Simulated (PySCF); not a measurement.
**Run report: C₄H₁₀S, excited-state calculation**

C₄H₁₀S (isobutyl mercaptan), SMILES CC(C)CS, computed with TDDFT PBE0/def2-SVPD, vertical, gas phase, core orbitals frozen in the response (PySCF 2.14.0).

The geometry comes from this level: GFN2-xTB.

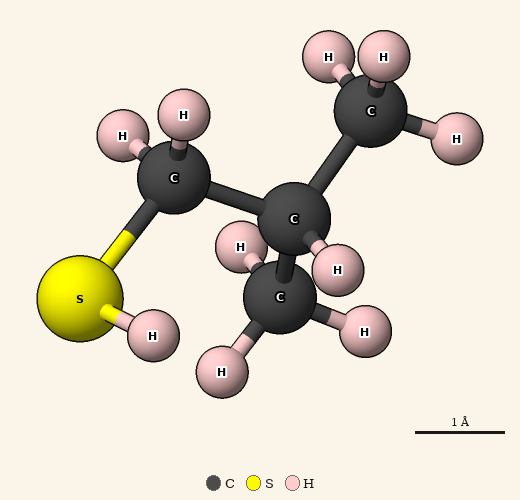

*The structure as given in the input (ball-and-stick view, seen at a tilt).*

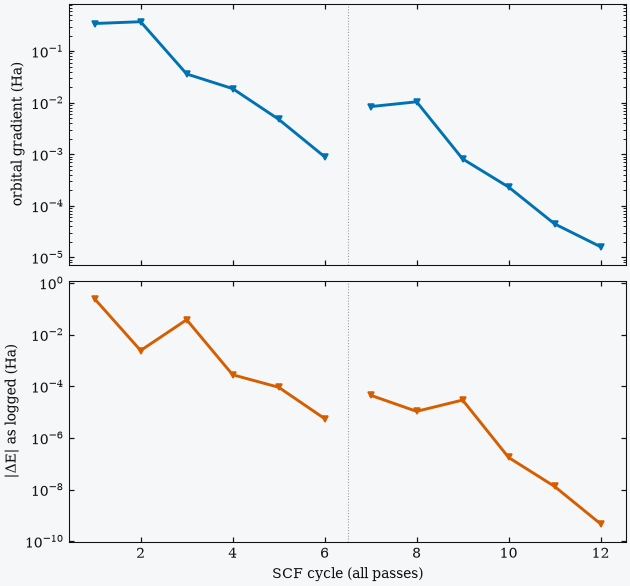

*Convergence of the self-consistent field: orbital gradient and size of the energy change against the SCF cycle. The dotted line marks the change from a coarse to the final integration grid.*

The first 6 cycles use a coarse grid, the final grid takes over at cycle 7, and the field converges after 12 cycles in all.

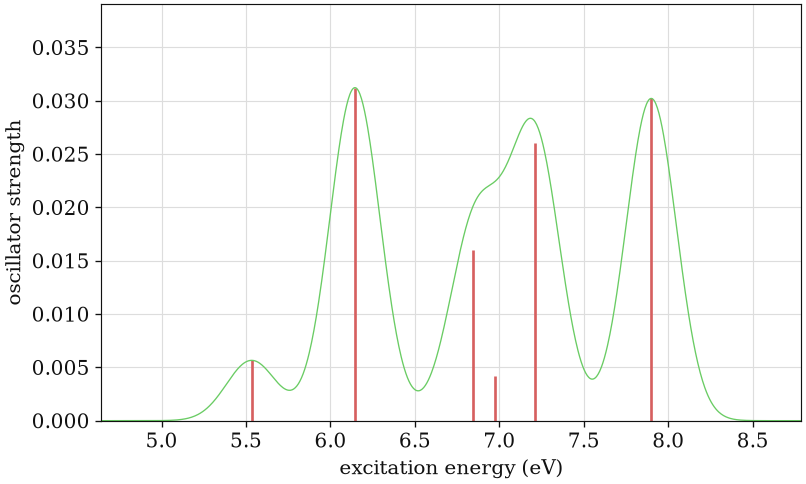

*Computed excitations as sticks (degenerate states added up, dark ones marked on the axis), with a Gaussian envelope of 0.35 eV full width at half maximum, scaled to the tallest.*

Of the 6 states the lowest lies at 5.53 eV (f = 0.006); the strongest line is at 6.15 eV, or 202 nm (f = 0.031).

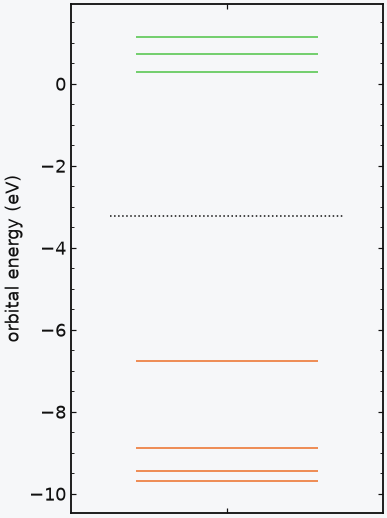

*Orbital energies near the frontier; the dotted line parts filled from empty levels, and levels within 0.02 eV of each other stand side by side.*

Highest filled −6.76 eV, lowest empty 0.30 eV, 7.06 eV apart.

These pictures come from the run below.

## The input
```
{"job": {"kind": "uv", "xc": "PBE0", "basis": "def2-SVPD", "nstates": 6, "ntriplets": 2}, "charge": 0, "multiplicity": 1}
C      1.122153    -0.937730     0.255597
C     -0.012647     0.078023     0.338581
C      0.538451     1.502004     0.391701
C     -0.951454    -0.054186    -0.856812
S     -1.815284    -1.661751    -0.925143
H      1.745298    -0.884381     1.144738
H      1.744351    -0.738328    -0.614433
H      0.726569    -1.947410     0.172057
H     -0.586475    -0.109709     1.254578
H      1.207125     1.613352     1.241737
H     -0.267485     2.226108     0.490963
H      1.095423     1.727335    -0.515470
H     -0.394860     0.001139    -1.792435
H     -1.712365     0.727169    -0.849947
H     -2.443216    -1.533647     0.242375
```

The first line tells a small driver script what to run in PySCF; the rest is the geometry in Å.

Launch command:
```bash
OMP_NUM_THREADS=1 python <driver script> task.json out
```

## Output
```
coarse grid: 12168 points
cycle   1  E = -555.9852401698  dE =  2.410e-01  |g| = 3.435e-01  |ddm| = 5.201e+00
cycle   2  E = -555.9828322391  dE =  2.408e-03  |g| = 3.721e-01  |ddm| = 1.197e+00
cycle   3  E = -556.0203290635  dE = -3.750e-02  |g| = 3.608e-02  |ddm| = 5.681e-01
cycle   4  E = -556.0206063820  dE = -2.773e-04  |g| = 1.876e-02  |ddm| = 1.107e-01
cycle   5  E = -556.0206975483  dE = -9.117e-05  |g| = 4.770e-03  |ddm| = 3.426e-02
cycle   6  E = -556.0207031040  dE = -5.556e-06  |g| = 8.938e-04  |ddm| = 9.795e-03
final grid: 110304 points
cycle   7  E = -556.0811393088  dE = -4.459e-05  |g| = 8.405e-03  |ddm| = 1.262e-01
cycle   8  E = -556.0811286685  dE =  1.064e-05  |g| = 1.041e-02  |ddm| = 2.918e-02
cycle   9  E = -556.0811577862  dE = -2.912e-05  |g| = 8.120e-04  |ddm| = 1.628e-02
cycle  10  E = -556.0811579602  dE = -1.739e-07  |g| = 2.310e-04  |ddm| = 1.911e-03
cycle  11  E = -556.0811579733  dE = -1.315e-08  |g| = 4.458e-05  |ddm| = 4.640e-04
cycle  12  E = -556.0811579738  dE = -4.667e-10  |g| = 1.606e-05  |ddm| = 1.140e-04
converged SCF energy = -556.0811579738

Static polarisability (au): isotropic 71.632, principal 62.423 68.530 83.943

Singlet excitations
state   eV       nm        f      main configurations
  1   5.5329    224.1   0.00565   H->L 0.89, H->L+2 0.08
  2   6.1451    201.8   0.03123   H->L+1 0.93
  3   6.8453    181.1   0.01604   H->L+2 0.55, H->L+3 0.23
  4   6.9744    177.8   0.00421   H->L+3 0.75, H->L+2 0.17
  5   7.2125    171.9   0.02608   H->L+4 0.82, H->L+2 0.12
  6   7.8992    157.0   0.03022   H->L+5 0.87

Triplet excitations (Tamm-Dancoff, eV): 5.1025 5.7046
```

## Summary

| quantity | value |
| --- | --- |
| outcome | converged |
| total energy | −556.081158 hartree |
| HOMO | −6.76 eV |
| LUMO | 0.30 eV |
| dipole moment | 1.78 D |
| mean polarisability | 71.63 a.u. |
| lowest singlet excitation | 5.53 eV |
| hardware | 1 CPU thread, shared host |
| wall time | 31 s |
| peak memory | 0.7 GiB |
